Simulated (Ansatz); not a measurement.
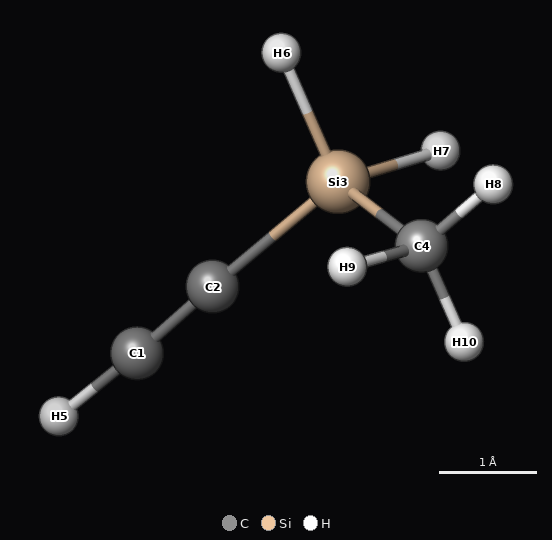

*The input geometry (ball-and-stick view, seen at a tilt; atoms are numbered from 1 in the order of the input).*

Bond lengths as drawn: C–C 1.14 Å, C–H 1.06 to 1.18 Å, C–Si 1.82 to 1.84 Å and H–Si 1.51 to 1.52 Å.

## C₃H₆Si: geometry relaxation

The run: geometry relaxation of C₃H₆Si, SMILES C#C[SiH2]C. Method and program: RKS LDA/def2-SVP (Ansatz 0.2.0).

It belongs to a series of runs on one base structure; here: end point A relaxed. Figures and captions count atoms from 1; the log counts them from 0 in places.

**Input**
```yaml
crystal:
  periodic: [false, false, false]
  atoms:
    - { symbol: C, position_ang: [-1.4497, 1.1912, -1.8218] }
    - { symbol: C, position_ang: [-0.6244, 0.8635, -1.1026] }
    - { symbol: Si, position_ang: [0.7157, 0.2907, 0.0266] }
    - { symbol: C, position_ang: [0.2743, -1.0899, 1.1285] }
    - { symbol: H, position_ang: [-2.2735, 1.5588, -2.5018] }
    - { symbol: H, position_ang: [1.2019, 1.4405, 0.8821] }
    - { symbol: H, position_ang: [1.9408, -0.1504, -0.7631] }
    - { symbol: H, position_ang: [1.0496, -1.4076, 1.7849] }
    - { symbol: H, position_ang: [-0.6382, -0.7829, 1.8047] }
    - { symbol: H, position_ang: [-0.1134, -1.9651, 0.5654] }
basis:
  gaussian: { orbitals: def2-SVP }
hamiltonian:
  xc: lda
relax:
  f_tol: 0.015
  max_steps: 40
output:
  orbitals: {}
```

Hardware: 1 thread of Arm Neoverse N1, 24 GiB of memory available, shared host.

Launched with:
```bash
ansatz run input.yaml --threads 1 --pin off --max-ram 2048MiB --backend cpu --events-out ev --progress --plain --runs-dir out
```

**The program's output**
```
The last accepted step is kept in [file] (removed where the run ends without a failure and the disk answers)
Engine: ansatz 0.2.0, aarch64-unknown-linux-gnu
Functional definition: SPW92
  exchange = slater_x
  correlation = pw_c
1018 factors; their error is unknown
mean field evaluation 1: about -11004.4904 eV, gradient 6.9e1 eV
mean field evaluation 2: about -10990.1457 eV, gradient 9.6e1 eV
mean field evaluation 4: about -11016.9324 eV, gradient 6.8e0 eV
mean field evaluation 8: about -11017.0495 eV, gradient 3.0e-1 eV
mean field evaluation 16: about -11016.9990 eV, gradient 3.3e-4 eV
mean field -11016.99902938 eV, -404.8672467394 hartree, gradient 5.9e-5 eV, S^2 0.000000; 0 other end points of the search recorded, 0 dependent functions left out
the calculation of the forces begins
reference -11016.99906298 eV, -404.8672479742 hartree; 19, 19 occupied and 71, 71 virtual orbitals, 1018 factors
relax step   1: F+E_penalty+E_count = -11016.99902938 eV  Δ(F+E_penalty+E_count) = +0.000e0 eV  max|allowed force component| = 8.601e0 eV/Å  Δτ_max = 0.0000 Å  (26 SCF iters, accepted)
these checks for a lower state are left out or cut short: starts, cluster_reference, orbital_swaps, neighbouring_geometries, increment
1018 factors; their error is unknown
mean field -11017.58478496 eV, -404.8887728600 hartree, gradient 1.6e-5 eV, S^2 0.000000; 0 other end points of the search recorded, 0 dependent functions left out
the calculation of the forces begins
reference -11017.58481867 eV, -404.8887740989 hartree; 19, 19 occupied and 71, 71 virtual orbitals, 1018 factors
relax step   2: F+E_penalty+E_count = -11017.58478496 eV  Δ(F+E_penalty+E_count) = -5.858e-1 eV  max|allowed force component| = 1.045e0 eV/Å  Δτ_max = 0.0756 Å  (29 SCF iters, accepted)
these checks for a lower state are left out or cut short: starts, cluster_reference, orbital_swaps, neighbouring_geometries, increment
1018 factors; their error is unknown
mean field evaluation 32: about -11017.6028 eV, gradient 1.7e-5 eV
mean field -11017.60276531 eV, -404.8894336258 hartree, gradient 1.7e-5 eV, S^2 0.000000; 0 other end points of the search recorded, 0 dependent functions left out
the calculation of the forces begins
reference -11017.60279899 eV, -404.8894348635 hartree; 19, 19 occupied and 71, 71 virtual orbitals, 1018 factors
relax step   3: F+E_penalty+E_count = -11017.60276531 eV  Δ(F+E_penalty+E_count) = -1.798e-2 eV  max|allowed force component| = 1.833e-1 eV/Å  Δτ_max = 0.0123 Å  (28 SCF iters, accepted)
these checks for a lower state are left out or cut short: starts, cluster_reference, orbital_swaps, neighbouring_geometries, increment
1018 factors; their error is unknown
mean field -11017.60544661 eV, -404.8895321616 hartree, gradient 1.6e-5 eV, S^2 0.000000; 0 other end points of the search recorded, 0 dependent functions left out
the calculation of the forces begins
reference -11017.60548029 eV, -404.8895333994 hartree; 19, 19 occupied and 71, 71 virtual orbitals, 1018 factors
relax step   4: F+E_penalty+E_count = -11017.60544661 eV  Δ(F+E_penalty+E_count) = -2.681e-3 eV  max|allowed force component| = 1.566e-2 eV/Å  Δτ_max = 0.0175 Å  (28 SCF iters, accepted)
these checks for a lower state are left out or cut short: starts, cluster_reference, orbital_swaps, neighbouring_geometries, increment
1018 factors; their error is unknown
mean field -11017.60548319 eV, -404.8895335060 hartree, gradient 1.7e-5 eV, S^2 0.000000; 0 other end points of the search recorded, 0 dependent functions left out
the calculation of the forces begins
reference -11017.60551687 eV, -404.8895347438 hartree; 19, 19 occupied and 71, 71 virtual orbitals, 1018 factors
relax step   5: F+E_penalty+E_count = -11017.60548319 eV  Δ(F+E_penalty+E_count) = -3.658e-5 eV  max|allowed force component| = 3.274e-3 eV/Å  Δτ_max = 0.0057 Å  (29 SCF iters, accepted)
1018 factors; their error is unknown
mean field evaluation 64: about -11017.6055 eV, gradient 6.2e-5 eV
```

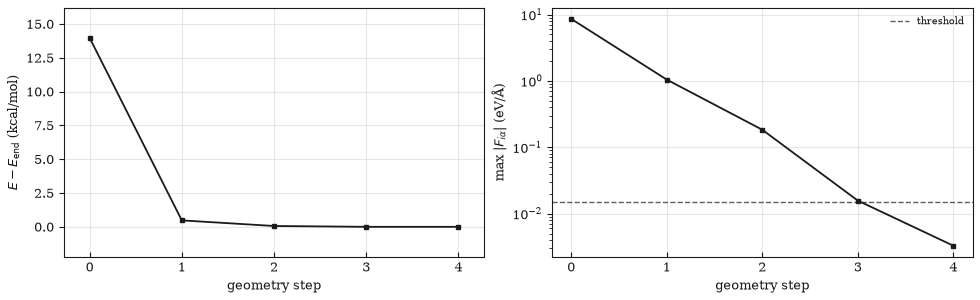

*Progress of the relaxation, step by step (the first geometry is step 0 here and step 1 in the log).*

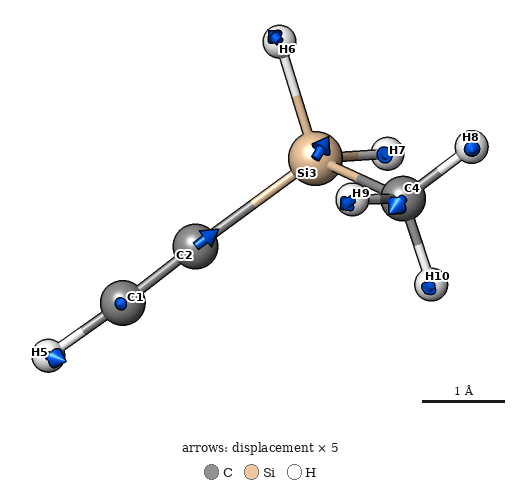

*The starting structure with the displacements as blue arrows, magnified 5 times (ball-and-stick view, seen at a tilt). The two geometries are laid on each other by the best rigid fit.*

After 4 geometry steps the energy has fallen by 14.0 kcal/mol. Largest force component: 8.6 eV/Å at the start, 0.0033 eV/Å at the end. The largest move after the best rigid fit is that of C2, 0.074 Å. Largest moves by element: C 0.074 Å, Si 0.071 Å, H 0.067 Å. Distances before and after: C1–C2 1.143 → 1.225 Å, C4–H9 1.176 → 1.110 Å, C4–H8 1.064 → 1.110 Å, Si3–C4 1.821 → 1.866 Å. Among the angles that change: H9–C4–H10 103.1° → 108.3°, C2–Si3–C4 115.5° → 110.5°, Si3–C4–H8 115.0° → 110.4°. (Atoms are counted from 1 in the order of the input.)

```
mean field -11017.60548319 eV, -404.8895335060 hartree, gradient 1.6e-5 eV, S^2 0.000000; 1 other end points of the search recorded, 0 dependent functions left out
the calculation of the forces begins
reference -11017.60551687 eV, -404.8895347438 hartree; 19, 19 occupied and 71, 71 virtual orbitals, 1018 factors
Total energy: -11017.60551687 eV, -404.8895347438 hartree
Atom 0 at    -1.474434     1.193367    -1.806378 Å, force     0.000936    -0.000007     0.000937 eV/Å
Atom 1 at    -0.561300     0.843759    -1.068682 Å, force    -0.002185     0.000914     0.000288 eV/Å
Atom 2 at     0.783437     0.301828     0.043267 Å, force     0.003274    -0.000579    -0.001768 eV/Å
Atom 3 at     0.203078    -1.093793     1.137283 Å, force    -0.002143     0.001228    -0.001098 eV/Å
Atom 4 at    -2.281896     1.505792    -2.461721 Å, force    -0.000158     0.000135    -0.000472 eV/Å
Atom 5 at     1.218321     1.484510     0.869442 Å, force    -0.000616     0.001448     0.000012 eV/Å
Atom 6 at     1.949728    -0.133097    -0.805864 Å, force     0.001421    -0.000208    -0.000480 eV/Å
Atom 7 at     1.021455    -1.424005     1.811312 Å, force     0.000351    -0.000012     0.000208 eV/Å
Atom 8 at    -0.656078    -0.768581     1.760204 Å, force    -0.000866    -0.001446     0.001440 eV/Å
Atom 9 at    -0.119213    -1.960981     0.524038 Å, force    -0.000013    -0.001474     0.000934 eV/Å
Dipole moment:    -0.111715    -0.122771     0.069940 e Å
```

**Trajectory as extended XYZ (Å, eV, eV/Å), 5 frames, from step=1 to step=5**
```
10
Properties=species:S:1:pos:R:3:forces:R:3 step=1 energy=-11016.99903
C    -1.4497    1.1912   -1.8218   -8.6012   3.5960  -7.3115
C    -0.6244    0.8635   -1.1026    7.7531  -3.2896   6.7324
Si    0.7157    0.2907    0.0266    0.8269   0.6525  -0.4424
C     0.2743   -1.0899    1.1285   -3.4795   0.1692   0.4812
H    -2.2735    1.5588   -2.5018    1.1221  -0.5485   0.8697
H     1.2019    1.4405    0.8821   -0.1664   0.0572  -0.1284
H     1.9408   -0.1504   -0.7631   -0.2841   0.1529  -0.1170
H     1.0496   -1.4076    1.7849    1.3270  -0.3834   0.8802
H    -0.6382   -0.7829    1.8047    1.3334  -0.3434  -0.8837
H    -0.1134   -1.9651    0.5654    0.1688  -0.0630  -0.0806
10
Properties=species:S:1:pos:R:3:forces:R:3 step=2 energy=-11017.58478
C    -1.4701    1.1821   -1.8204    0.1184   0.0309   0.2036
C    -0.5675    0.8400   -1.0586   -0.2588   0.0496  -0.2790
Si    0.7853    0.2947    0.0497    0.1276   0.3255  -0.3095
C     0.2225   -1.0909    1.1319   -1.0455  -0.0813   0.3331
H    -2.2798    1.5211   -2.4716    0.1999  -0.1194   0.1223
H     1.2083    1.4864    0.8778    0.0065  -0.0715  -0.0400
H     1.9511   -0.1239   -0.8247   -0.1003   0.0372   0.1121
H     1.0172   -1.4288    1.8078    0.3762  -0.1418   0.2325
H    -0.6509   -0.7718    1.7750    0.4713  -0.0745  -0.3491
H    -0.1331   -1.9599    0.5360    0.1045   0.0453  -0.0260
10
Properties=species:S:1:pos:R:3:forces:R:3 step=3 energy=-11017.60276
C    -1.4719    1.1839   -1.8187    0.1168   0.0136   0.1833
C    -0.5702    0.8422   -1.0607   -0.0756  -0.0029  -0.1217
Si    0.7805    0.2991    0.0469    0.0625   0.1344  -0.1247
C     0.2112   -1.0933    1.1358   -0.1598  -0.1375   0.1434
H    -2.2759    1.5159   -2.4677   -0.0112  -0.0270  -0.0421
H     1.2153    1.4838    0.8724   -0.0079  -0.0161  -0.0039
H     1.9459   -0.1226   -0.8139   -0.0258   0.0002   0.0235
H     1.0229   -1.4324    1.8131    0.0306   0.0061  -0.0238
H    -0.6454   -0.7676    1.7648    0.0286   0.0149  -0.0189
H    -0.1292   -1.9603    0.5309    0.0418   0.0143  -0.0151
10
Properties=species:S:1:pos:R:3:forces:R:3 step=4 energy=-11017.60545
C    -1.4741    1.1934   -1.8058    0.0142  -0.0112   0.0154
C    -0.5613    0.8467   -1.0659   -0.0099   0.0032  -0.0157
Si    0.7847    0.3030    0.0437   -0.0053  -0.0003   0.0046
C     0.2026   -1.0933    1.1366    0.0000   0.0059  -0.0057
H    -2.2820    1.5002   -2.4630   -0.0024   0.0064  -0.0020
H     1.2208    1.4844    0.8714    0.0005  -0.0021  -0.0024
H     1.9494   -0.1321   -0.8078   -0.0003   0.0008   0.0024
H     1.0200   -1.4260    1.8101    0.0101  -0.0018   0.0055
H    -0.6556   -0.7680    1.7603   -0.0063   0.0046   0.0041
H    -0.1216   -1.9595    0.5232   -0.0007  -0.0054  -0.0062
10
Properties=species:S:1:pos:R:3:forces:R:3 step=5 energy=-11017.60548
C    -1.4744    1.1934   -1.8064    0.0009   0.0000   0.0009
C    -0.5613    0.8438   -1.0687   -0.0022   0.0009   0.0003
Si    0.7834    0.3018    0.0433    0.0033  -0.0006  -0.0018
C     0.2031   -1.0938    1.1373   -0.0021   0.0012  -0.0011
H    -2.2819    1.5058   -2.4617   -0.0002   0.0001  -0.0005
H     1.2183    1.4845    0.8694   -0.0006   0.0014   0.0000
H     1.9497   -0.1331   -0.8059    0.0014  -0.0002  -0.0005
H     1.0215   -1.4240    1.8113    0.0004   0.0000   0.0002
H    -0.6561   -0.7686    1.7602   -0.0009  -0.0014   0.0014
H    -0.1192   -1.9610    0.5240    0.0000  -0.0015   0.0009
```

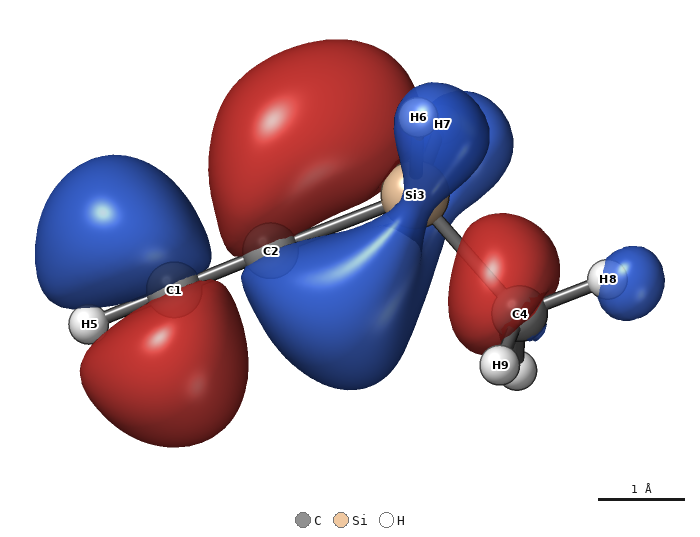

*One frontier orbital at ±0.08 Å⁻³ᐟ² (red and blue are the two phases), seen face on.*

The LUMO, at −1.00 eV. It lies mainly on C1 (35 %), C2 (25 %) and Si3 (20 %).

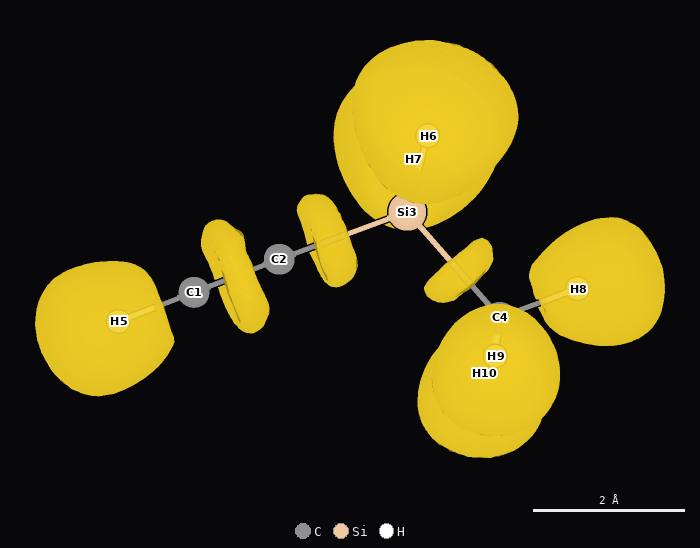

*Isosurface of the ELF at 0.85 (yellow), seen face on. Only the valence region is drawn (cores and ρ < 0.01 e/Å³ removed).*

Profiles from the grid: C–C (1.22 Å): the ELF peaks at about 0.85 between the atoms; a double or triple bond.

**Key numbers**

| quantity | value |
| --- | --- |
| outcome | converged |
| total energy | −11017.6055 eV |
| mean-field energy | −11017.6055 eV |
| largest force (length of the vector) at the end | 0.004 eV/Å |
| wall time | 14 s |
| peak memory | 0.11 GiB |
